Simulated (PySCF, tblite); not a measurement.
# C5H12Si2: geometry, infrared bands and NMR shifts

What infrared bands and NMR shifts should C5H12Si2 (`[SiH3]C[SiH]1CC=CC1`) show?

The runs use tblite 0.8.0 and PySCF 2.14.0, with density-fitted response routines of our own; the level of theory stands in each step. All values are computed, except where a source is named. Atoms count from 0, in the outputs and in this text.

## 1. The starting structure

19 atoms, charge 0, multiplicity 1; geometry from: force field or distance geometry start.

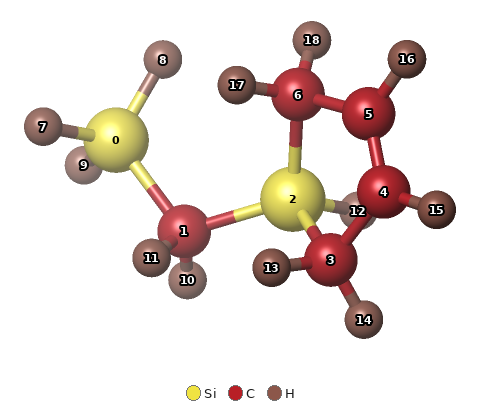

As it starts; silicon yellow, carbon red, hydrogen brown, atoms numbered.

## 2. Relaxing the molecule with GFN2-xTB

The job: settings as JSON, then the geometry in Å.

```
{"job": {"kind": "relax", "xc": "GFN2-xTB", "basis": "xTB"}, "charge": 0, "multiplicity": 1}
Si     2.808900    -0.371400     0.033200
C      1.519500     0.940800    -0.338400
Si    -0.106900     0.257000    -0.835000
C     -1.548300     1.275100    -0.109800
C     -2.518600     0.181400     0.082900
C     -2.075400    -1.015800     0.177400
C     -0.620100    -1.256400     0.117700
H      3.186600    -0.311800     1.455500
H      2.376300    -1.727400    -0.285700
H      3.969600    -0.060100    -0.790100
H      1.911800     1.589100    -1.134000
H      1.371100     1.521400     0.600700
H     -0.343700     0.177000    -2.252200
H     -1.174800     1.593800     0.881700
H     -1.852700     2.083600    -0.781900
H     -3.619300     0.416200     0.127900
H     -2.765500    -1.890400     0.320200
H     -0.177200    -1.201600     1.134500
H     -0.351000    -2.191400    -0.396800
```

On the command line:

```bash
$ OMP_NUM_THREADS=1 python probes_run.py task.json out
```

The driver reads the jobs from task.json and runs them one after another.

**Question.** This job is followed by: GFN2-xTB harmonic vibrations, gas phase; GIAO PBE0/pcSseg-1 NMR shielding, non-relativistic, gas phase. Predict these results of the whole session: strongest single infrared mode (GFN2-xTB); zero-point energy (GFN2-xTB); ¹³C shifts against TMS (PBE0/pcSseg-1, means over atoms taken as alike); ¹H shifts against TMS (PBE0/pcSseg-1, means over atoms taken as alike); ²⁹Si shifts against TMS (PBE0/pcSseg-1).

**Answer**, as computed:

```
                                                               quantity                                    value
                              strongest single infrared mode (GFN2-xTB)                    2230 cm⁻¹, 401 km/mol
                                           zero-point energy (GFN2-xTB)                            91.4 kcal/mol
¹³C shifts against TMS (PBE0/pcSseg-1, means over atoms taken as alike)                    138.3, 20.7, -8.9 ppm
 ¹H shifts against TMS (PBE0/pcSseg-1, means over atoms taken as alike)  6.10, 4.69, 3.98, 1.80, 1.55, -0.13 ppm
                                ²⁹Si shifts against TMS (PBE0/pcSseg-1)                          -4.9, -76.7 ppm
```

In words: Relaxing lowered the energy by 0.627 eV in 206 steps; the close pair that moved most is C1–Si2, from 1.833 to 1.900 Å. All 51 modes are real, so the xTB geometry is a minimum. The strongest single mode, at 2230 cm⁻¹, moves mainly H9. Unscaled tight-binding wavenumbers are off by several per cent, some by more. Its intensities can rank the bands wrongly. C4, C5 (mean) (alkene CH) lies farthest downfield among carbon, at 138.3 ppm; an sp2 carbon of a C=C bond. The most deshielded hydrogen is H15, H16 (mean) (hydrogen on an alkene CH), at 6.10 ppm: olefinic region. At PBE0/pcSseg-1: The largest span, 201 ppm, is at C4, C5, where the paramagnetic term is -207 ppm.
